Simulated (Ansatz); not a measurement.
# A hypothetical structure for LaBe4Si, part 2 of 2

This structure for LaBe4Si is made up. Its elements were placed in a known structure type with a cell scaled to their sizes. What cell does the guess relax to, and how far off was it?

Ansatz 0.2.0; DFT, PBE, plane-wave PAW, files of the set soft_1, scalar-relativistic, no spin, cell and ions relaxed at zero pressure; PAW set soft_1 (the session's first sound run).

So far: Starting point; Relaxing cell and atoms. The relaxed cell has a, b, c = 4.825, 9.100, 3.733 Å (conventional setting).

### Step 3. Electronic structure of the relaxed cell

With the geometry fixed, one more self-consistent run, with a narrower smearing and the mesh shown in its input, gives the bands, and its pressure, and its forces where symmetry allows any, show how far the geometry depends on these settings.

This step: DFT, PBE, plane-wave PAW, files of the set soft_1, scalar-relativistic, no spin, bands and density of states at the relaxed cell; PAW set soft_1 (Ansatz 0.2.0).

input.yaml

```yaml
crystal:
  lattice:
    - [2.4125759296, -4.5500000814, 0.0]
    - [2.4125759296, 4.5500000814, 0.0]
    - [0.0, 0.0, 3.7330981808]
  atoms:
    - { symbol: La, position: [0.0, 0.0, 0.0] }
    - { symbol: Si, position: [0.5, 0.5, 0.5] }
    - { symbol: Be, position: [0.0, 0.5, 0.5] }
    - { symbol: Be, position: [0.5, 0.0, 0.5] }
    - { symbol: Be, position: [0.6925710322, 0.3074289678, 0.0] }
    - { symbol: Be, position: [0.3074289678, 0.6925710322, 0.0] }
kpoints:
  mp_grid: { grid: [8, 8, 8] }
  band_path:
    path:
      - [[0.0, 0.0, 0.0], [0.32028768, 0.32028768, 0.0], [0.0, 0.5, 0.0], [0.0, 0.5, 0.5], [0.32028768, 0.32028768, 0.5], [0.0, 0.0, 0.5], [0.0, 0.0, 0.0], [-0.5, 0.5, 0.0], [-0.32028768, 0.67971232, 0.0], [-0.32028768, 0.67971232, 0.5], [-0.5, 0.5, 0.5], [-0.5, 0.5, 0.0]]
      - [[0.0, 0.0, 0.5], [-0.5, 0.5, 0.5]]
    npoints: 6
scf:
  occupations: { method: fermi_dirac, width: 0.03 }
  n_extra_bands: 10
hamiltonian:
  xc: pbe
  pseudopotentials: { kind: paw, azcp: { folder: soft_1 } }
output:
  forces: true
  stress: true
  write_bands: true
  dos: { projected: true }
  write_density: true
  write_potential: true
  elf: true
  volumetric_format: npy
```

On the command line:

```sh
$ ansatz run input.yaml --threads 4 --pin off --max-ram 10240MiB --backend cpu --events-out ev --progress --plain --runs-dir out
```

Numbers of over 12 decimals in the logs are rounded to 6 here.

The program printed:

```text
La: projections on atomic orbitals take those of the free atom [Kr 4d10] 4f0 5s2 5p6 5d1 6s2, of charge +0.00 (hamiltonian.pseudopotentials.projection_atoms); the dataset's partial waves leave at most 1.9e-5 of an orbital's norm unspanned inside its sphere
[...]
Crystal: 6 atoms, lattice volume = 81.958 Å³
Basis set: ecut = 420 eV, 1607 PW (Γ), exchange–correlation on 72×72×50 points (8 copies of the dense FFT grid, shifted against one another)
Bands: 22, of which v1, the nominal top of the filled ones, is band 12 counted from 1 (11 counted from 0)
Symmetry: 8 space group operations
[...]
k-points: 105 of 512
[...]
SCF iter   1: F=—  HF=-7258.082612 eV  |F-HF|=—  |Δ(HF+E_count)|=         —  Δρ=2.33e-2  dr2=9.86e-1  ethr=3.10e-3  ⟨swp⟩=6.2  Hψ=13218  notcnv=0
[...]
SCF iter   7: F=-7257.759813 eV  HF=-7257.759813 eV  |F-HF|=7.00e-9  |Δ(HF+E_count)|=   2.79e-8  Δρ=3.08e-6  dr2=1.40e-8  ethr=4.35e-10  ⟨swp⟩=13.4  Hψ=16438  notcnv=0
SCF 1 converged in 7 iterations: F = -7257.759813 eV  dr2 = 1.40e-8
[...]
NSCF: frozen V_eff on 74 k-points
SCF converged after 7 iterations
Free energy (F): -7257.759813 eV
[...]
Internal energy: -7257.750735 eV  (E = F + TS)
E sigma→0 (E₀):  -7257.755274 eV
Entropy (-TS):   -0.009078 eV (-1.513 meV/atom)
Fermi energy:    9.514761 eV
[...]
--- Forces (eV/Å), atoms counted from 1 ---
  atom   1  La     0.00000000     0.00000000     0.00000000
  atom   2  Si     0.00000000     0.00000000     0.00000000
  atom   3  Be    -0.00000000     0.00000000     0.00000000
  atom   4  Be     0.00000000     0.00000000     0.00000000
  atom   5  Be     0.00000000    -0.00839731     0.00000000
  atom   6  Be     0.00000000     0.00839731     0.00000000
  max |Σ_I F_I| component: 3.16e-30 eV/Å
--- Stress (GPa, compression-positive) ---
       -0.506736       0.000000       0.000000
        0.000000       0.742531       0.000000
        0.000000       0.000000      -0.049346
  P = ⅓ Tr σ = 0.0621 GPa (0.621 kbar)
--- Band table (eV; the first three rows and the last of 105) ---
  k-point 0: bands = [... 8 lower, 7.6754, 8.3884, 8.6346, 8.9091, 11.6324, 12.2811, 12.3314, 12.4498, ... 6 higher]
  k-point 1: bands = [... 8 lower, 6.7251, 8.2191, 8.6840, 9.2588, 10.9938, 11.7535, 12.1183, 12.3236, ... 6 higher]
  k-point 2: bands = [... 8 lower, 6.4017, 7.4515, 8.1840, 9.4997, 10.6920, 10.8452, 11.4759, 12.3095, ... 6 higher]
  k-point 104: bands = [... 8 lower, 6.4136, 8.0596, 8.5345, 10.2130, 11.2966, 11.4925, 11.5036, 12.0284, ... 6 higher]
```

The job ended after 3.8 s (4 threads of Arm Neoverse V2, shared host; peak memory 0.49 GiB).

This step gave:

| Property | Result |
| --- | --- |
| free energy | -7257.7598 eV |
| energy at zero smearing | -7257.7553 eV |
| smearing term TS | 0.009078 eV |
| Fermi energy | 9.515 eV |
| pressure | 0.06215 GPa |

From bands.tsv, the bands that come nearest the Fermi level along the path, at its corners, in eV from the Fermi level:

```tsv
point	band 9	band 10	band 11	band 12	band 13	band 14	band 15	band 16
Γ	-1.84	-1.13	-0.88	-0.61	2.12	2.77	2.82	2.94
X	-1.37	-1.20	-0.92	-0.05	1.55	1.82	2.21	2.45
S	-1.79	-1.18	0.14	0.47	1.49	1.75	1.77	2.00
R	-3.27	-1.55	-1.21	-0.04	1.61	1.68	1.77	2.77
A	-2.78	-2.22	-0.66	-0.64	1.00	1.99	2.82	2.89
Z	-2.88	-2.70	-2.00	-1.94	0.02	0.92	2.85	2.93
Γ	-1.84	-1.13	-0.88	-0.61	2.12	2.77	2.82	2.94
Y	-1.68	-0.45	-0.07	-0.06	0.45	0.91	1.76	2.15
X1	-1.37	-1.20	-0.92	-0.05	1.55	1.82	2.21	2.45
A1	-2.78	-2.22	-0.66	-0.64	1.00	1.99	2.82	2.89
T	-3.10	-1.46	-0.98	0.70	1.78	1.98	1.99	2.51
Y	-1.68	-0.45	-0.07	-0.06	0.45	0.91	1.76	2.15
Z	-2.88	-2.70	-2.00	-1.94	0.02	0.92	2.85	2.93
T	-3.10	-1.46	-0.98	0.70	1.78	1.98	1.99	2.51
```

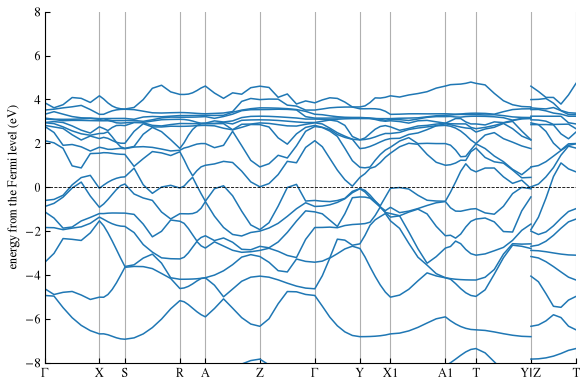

Bands along the path. 4 bands lie wholly below the window drawn.

Counts of states for the cell as run, both spins, by energy window (eV from the Fermi level):

| from | to | total |
| --- | --- | --- |
| -8 | -7 | 0.16 |
| -7 | -6 | 1.12 |
| -6 | -5 | 0.96 |
| -5 | -4 | 1.45 |
| -4 | -3 | 1.91 |
| -3 | -2 | 2.84 |
| -2 | -1 | 2.89 |
| -1 | 0 | 1.89 |
| 0 | 1 | 1.48 |
| 1 | 2 | 3.06 |
| 2 | 3 | 6.66 |

Below -8 eV lie 9.8 more states.

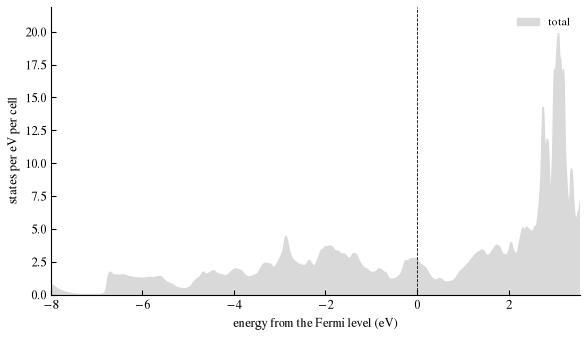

Total density of states, smoothed over about 0.04 eV.

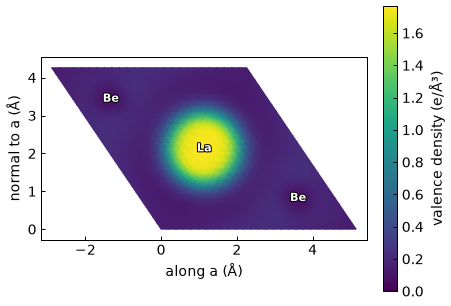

Valence density in the ab plane of the cell as run, not the conventional one, at fractional z = 0.000, with atoms of La and Be within 0.2 Å of it. It is the smooth field of the valence electrons, not physical close to the nuclei. The map starts off the cell's origin, so that atoms lie inside it.

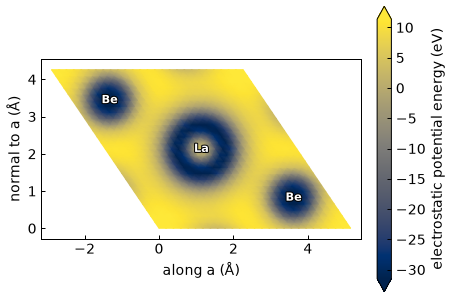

Electrostatic potential energy in the ab plane of the cell as run, not the conventional one, at fractional z = 0.000, with atoms of La and Be within 0.2 Å of it. With pseudopotentials it is smooth inside the atoms' cores, unlike the true potential. The map starts off the cell's origin, so that atoms lie inside it.

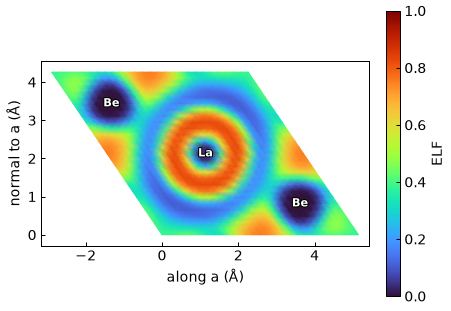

ELF in the ab plane of the cell as run, not the conventional one, at fractional z = 0.000, with atoms of La and Be within 0.2 Å of it. It is the smooth field of the valence electrons, not physical close to the nuclei. The map starts off the cell's origin, so that atoms lie inside it.

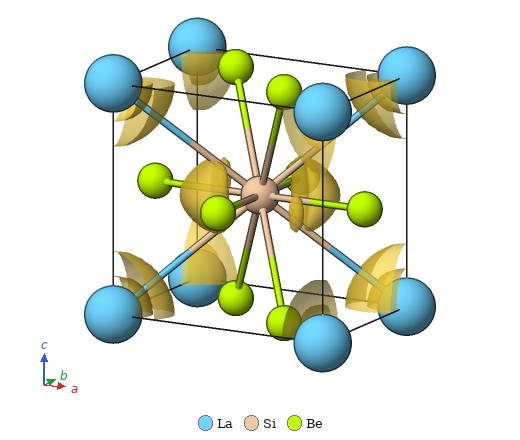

Surface of ELF = 0.76. Drawn on the cell as run, not the conventional one. Bonds to atoms that aren't drawn are left out.

### Step 4. Summary of results

| Property | Result |
| --- | --- |
| space group, relaxed | Cmmm |
| conventional cell | a = 4.825, b = 9.100, c = 3.733 Å; α = 90.0°, β = 90.0°, γ = 90.0° |
| volume per atom | 13.66 Å³ (guess 13.92) |

In words: LaBe4Si relaxes to Cmmm with a = 4.825, b = 9.100 and c = 3.733 Å. The guessed volume was 2 % too large. The space group Cmmm was held in the relaxation, so the end point is a stationary structure within it and may be a saddle against distortions or other arrangements. Bands cross the Fermi level, so it is a metal or semimetal at this level. The electron count is odd, which forces that without spin polarisation or a larger cell. On the 8×8×8 mesh with the narrower smearing (relaxed on 6×6×7) the largest force component is 0.008 eV/Å and the largest stress component is 0.743 GPa, against the relaxation's thresholds of 0.015 eV/Å and 0.05 GPa. The cutoff wasn't tested. Spin-orbit coupling is left out, which can matter for elements this heavy. No dispersion term is used, so weakly bound directions may come out too long. Nothing here tests whether the compound is stable against decomposition.

[Logs are printed without paths, hosts, clocks, repeated set-up lines and the standing remarks that a program may print on its own settings, such as how far it seeks lower states.]

[Hosts, paths, dates, database ids (printed as entryN), source tags and the programs' standing remarks are cut or masked in the printed files.]
